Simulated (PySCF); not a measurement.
C$_{3}$H$_{6}$ (SMILES [CH2][CH+]C) (charge +1, doublet)

| atom | x (Å) | y (Å) | z (Å) |
| --- | --- | --- | --- |
| C | 1.4057 | -0.0446 | -0.1013 |
| C | 0.1493 | -0.3862 | 0.2678 |
| C | -1.0905 | 0.2641 | -0.1075 |
| H | 1.6760 | 0.9705 | -0.3767 |
| H | 2.2218 | -0.7591 | -0.1167 |
| H | 0.0365 | -1.2527 | 0.9266 |
| H | -1.8272 | -0.4502 | -0.5067 |
| H | -1.5993 | 0.5922 | 0.8138 |
| H | -0.9587 | 1.0720 | -0.8245 |

Geometry: GFN2-xTB.

These are results of UKS B3LYP, pcH-1 on C H, non-relativistic, mean-field spin-orbit, GIAO (PySCF), not measurements.

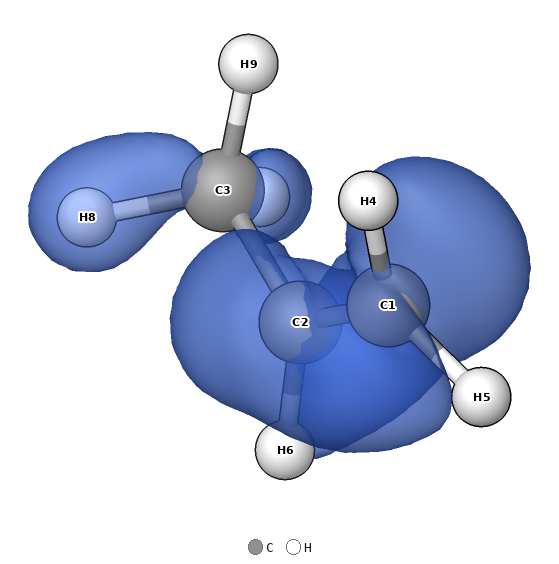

Figure 1. Isosurface of the spin density (α minus β) at +0.03 e/Å³ (blue), seen at an oblique angle.

Where is the unpaired spin?

The unpaired spin (1 electron) lies mostly on C1 (about 0.5) and C2 (about 0.3), in electrons by Hirshfeld's partition.

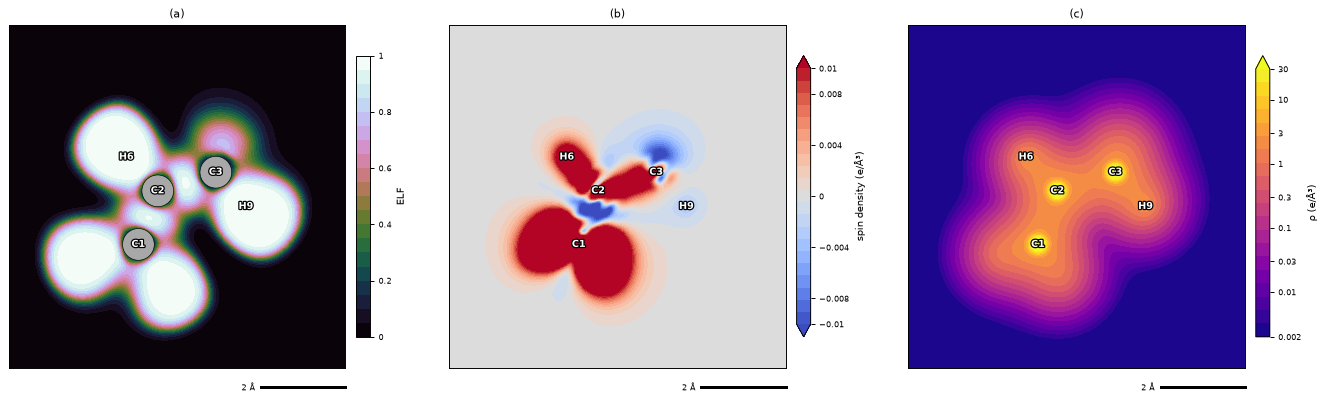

Figure 2. (a) ELF; (b) spin density; (c) total electron density on the plane of atoms C1, C2 and C3. Grey discs cover the atomic cores in the ELF map.

Describe what can be read from this map.

Atoms in the plane: C and H. C–C (1.35 Å): ρ at the midpoint is about 2.3 e/Å³; the ELF peaks at about 0.95 between the atoms, as expected for a covalent bond. C–H (1.09 Å): ρ is about 2.1 e/Å³ halfway; the ELF climbs to about 1 towards the hydrogen, as it does in any bond to H; an ordinary covalent bond to hydrogen. C–C (1.45 Å): ρ is about 1.9 e/Å³ halfway; the ELF peaks at about 0.95 between the atoms, as expected for a covalent bond.
